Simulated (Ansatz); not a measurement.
Cs₂VNiC₆N₆, 64 atoms, a = 10.63 Å, b = 10.63 Å, c = 10.63 Å, α = 90.00°, β = 90.00°, γ = 90.00°.

Space group Fm-3m; a structure generated by program, which may or may not match a known phase; the SCF solution may not be the lowest one; the program warned that another magnetic order may lie lower; spin-polarised.

Level of theory: Ansatz, DFT PBE, scalar-relativistic, plane waves, PAW.

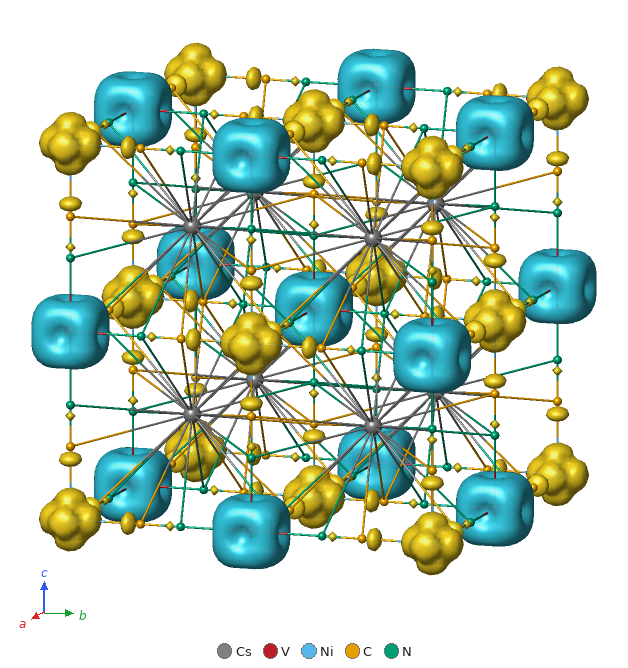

Cs₂VNiC₆N₆. Isosurfaces of the magnetisation density (up minus down) at +0.08 (yellow) and −0.08 e/Å³ (cyan), seen slightly off an axis. Sticks mark near contacts.

The density is the valence pseudo-density of a PAW calculation; it isn't the true density close to the nuclei.

### Describe the spin distribution.

The spin density sits on V: −1.8 μB (×4); Ni: +1.3 μB (×4) in one cell of 64 atoms: ferrimagnetic (opposed moments on unlike sites) in this solution. The cell of the calculation (16 atoms) carries 1.0 μB of net spin moment.
